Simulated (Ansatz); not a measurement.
BNH5OCl: several calculations on one system

### Relaxation

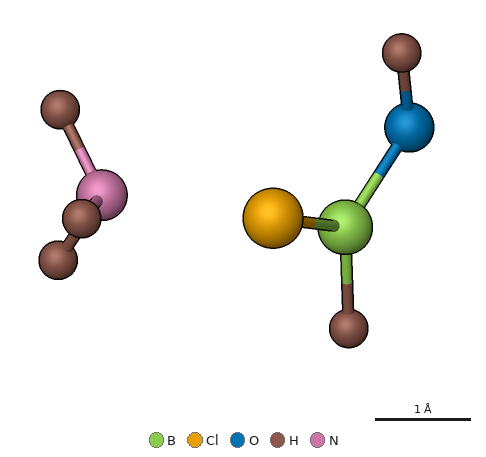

This is the input geometry for a relaxation of BNH5OCl. Style: ball-and-stick. Shown at a tilt.

The run prepares an end point of a later path (reaction) calculation, from a guessed geometry.

Level of theory: RKS PBE0-D4/def2-SVP (Ansatz).

Input
```yaml
crystal:
  periodic: [false, false, false]
  atoms:
    - { symbol: B, position_ang: [-0.055451, -0.401649, -0.12768] }
    - { symbol: Cl, position_ang: [-0.106709, -0.862857, 1.649612] }
    - { symbol: O, position_ang: [1.06609, -0.600637, -0.826064] }
    - { symbol: H, position_ang: [1.810801, -0.870002, -0.275932] }
    - { symbol: H, position_ang: [-1.084695, -0.108551, -0.672042] }
    - { symbol: "N", position_ang: [0.140382, 2.171729, 0.796333] }
    - { symbol: H, position_ang: [1.014607, 2.648322, 1.008968] }
    - { symbol: H, position_ang: [-0.543392, 2.888618, 0.562063] }
    - { symbol: H, position_ang: [-0.174133, 1.710927, 1.669242] }
basis:
  gaussian: { orbitals: def2-SVP }
hamiltonian:
  xc: pbe0
  dispersion: d4
relax:
  f_tol: 0.03
  max_steps: 50
output:
  orbitals: {}
```

Run as
```bash
ansatz run input.yaml --threads 2 --pin off --max-ram 3072MiB --backend cpu --events-out ev --progress --plain --runs-dir out
```

**Predict the outcome.**

After 23 accepted moves (27 points after the start) the energy has fallen by 15.5 kcal/mol. The largest force component goes from 0.75 to 0.0034 eV/Å. The line search rejected the trial steps at points 8, 16, 18, 22 of the run. H8 moves most after the best rigid fit: 0.99 Å. Largest moves by element: H 0.99 Å, O 0.81 Å, B 0.70 Å, N 0.47 Å, Cl 0.33 Å. Near-neighbour distances that change, for instance: B1–N6 2.741 → 1.623 Å, B1–O3 1.336 → 1.411 Å, B1–Cl2 1.837 → 1.889 Å, B1–H5 1.201 → 1.225 Å. New bonds form, among them: B1–N6 (2.74 → 1.62 Å). Among the angles between lasting bonds that change: Cl2–B1–H5 118.4° → 109.7°, Cl2–B1–O3 119.5° → 115.1°, O3–B1–H5 121.3° → 118.7°.

The structure at the end:

```xyz
9

B     0.0721    0.1698    0.2578
Cl    0.0916   -0.7641    1.8996
O     1.2707    0.1032   -0.4835
H     1.3608   -0.7458   -0.9220
H    -0.9884   -0.0335   -0.3202
N     0.0555    1.7155    0.7526
H     0.9173    1.8851    1.2775
H     0.0255    2.3523   -0.0458
H    -0.7377    1.8933    1.3685
```

The end point in the same view:

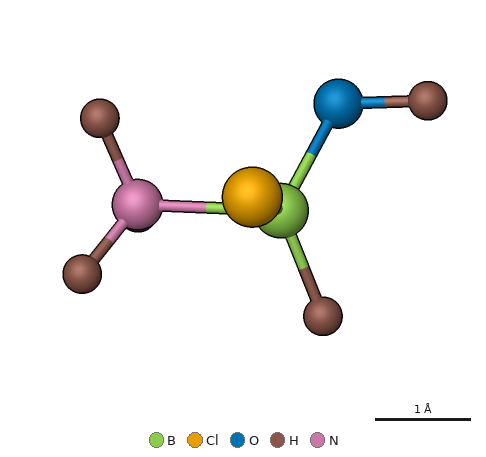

Limits of the set-up: the start holds two separate molecules, 2.6 Å apart at their closest, whose relative position is a soft coordinate.

### Relaxation

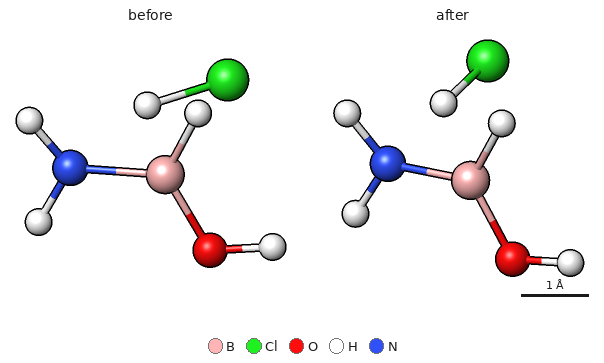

The structure of BNH$_{5}$OCl before (left) and after (right) a relaxation, at one scale.

The picture is a ball-and-stick view, seen from a free direction.

The run prepares an end point of a later path (reaction) calculation, from a guessed geometry.

Level of theory: Ansatz, RKS PBE0-D4/def2-SVP. (no spin polarisation; force threshold 0.03 eV/Å; at most 50 steps)

> What changed between the two?

The energy falls by 4.81 kcal/mol in 8 accepted moves (9 points after the start). The largest force component goes from 2.1 to 0.022 eV/Å. The line search rejected the trial step at point 5 of the run. The atom that moves furthest after the best rigid fit is the Cl atom (0.80 Å). By element the largest moves are Cl 0.80 Å, H 0.46 Å, N 0.27 Å, O 0.23 Å, B 0.14 Å. Among the contacts that change: B–N 1.482 → 1.420 Å, Cl–H 1.335 → 1.313 Å. Cost: 17 s on 2 threads of Arm Neoverse V2, with other jobs on the host, peak memory 0.15 GiB.

Limits of the set-up: the start holds two separate molecules, 2.3 Å apart at their closest, whose relative position is a soft coordinate.

### Path

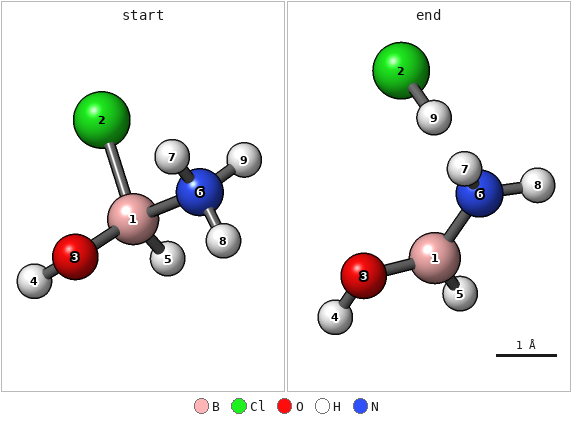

The two relaxed end points of a path for BNH5OCl. A ball-and-stick model, seen from a free direction.

Method: RKS PBE0-D4/def2-SVP (Ansatz 0.2.0).

Run with 9 movable images; climbing image; force threshold 0.03 eV/Å; iteration limit 60.

Start:
```xyz
9

B     0.0687    0.1712    0.2564
Cl    0.1247   -0.7771    1.8890
O     1.2506    0.1116   -0.5119
H     1.3311   -0.7334   -0.9598
H    -1.0043   -0.0274   -0.2997
N     0.0627    1.7125    0.7650
H     0.9359    1.8777    1.2722
H     0.0149    2.3563   -0.0268
H    -0.7167    1.8845    1.3999
```

End:
```xyz
9

B     0.2365    0.5765   -0.3881
Cl   -0.5966   -0.1258    2.9997
O     1.4207   -0.0600   -0.5771
H     1.3345   -0.8549   -1.1096
H    -0.7970    0.1980   -0.8930
N     0.2142    1.7069    0.4702
H     1.0801    2.1340    0.7821
H    -0.5780    2.3352    0.4884
H    -0.2468    0.6660    2.0120
```

Q: What barrier does the band find between them, and by what path?

A: The highest point, image 6, lies 19.2 kcal/mol above the start and 10.7 kcal/mol above the end; the end is at +8.5 kcal/mol relative to the start. Breaking: B1–Cl2 (1.89 → 2.61 at the top → 3.56 Å), N6–H9 (1.02 → 1.22 at the top → 1.92 Å). Forming: Cl2–H9 (2.83 → 1.63 at the top → 1.31 Å). The band is converged. At the top, the vibrational analysis gives one imaginary mode (684i cm⁻¹), as a transition state must have.

Energies of the converged images:

```json
{"image": "0", "path (Å)": "0.00", "E (kcal/mol)": "0.0"}
{"image": "1", "path (Å)": "0.39", "E (kcal/mol)": "0.2"}
{"image": "2", "path (Å)": "0.79", "E (kcal/mol)": "0.6"}
{"image": "3", "path (Å)": "1.18", "E (kcal/mol)": "0.9"}
{"image": "4", "path (Å)": "1.57", "E (kcal/mol)": "3.2"}
{"image": "5", "path (Å)": "1.96", "E (kcal/mol)": "12.8"}
{"image": "6", "path (Å)": "2.36", "E (kcal/mol)": "19.2"}
{"image": "7", "path (Å)": "2.68", "E (kcal/mol)": "14.2"}
{"image": "8", "path (Å)": "3.00", "E (kcal/mol)": "9.8"}
{"image": "9", "path (Å)": "3.33", "E (kcal/mol)": "8.7"}
{"image": "10", "path (Å)": "3.65", "E (kcal/mol)": "8.5"}
```

The geometry at the top of the path:

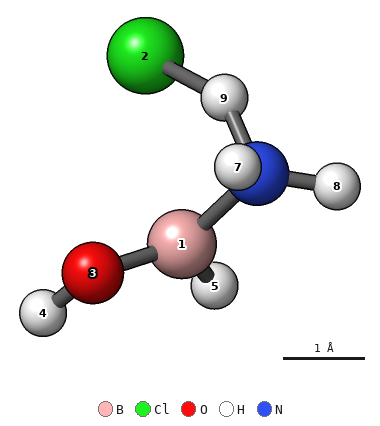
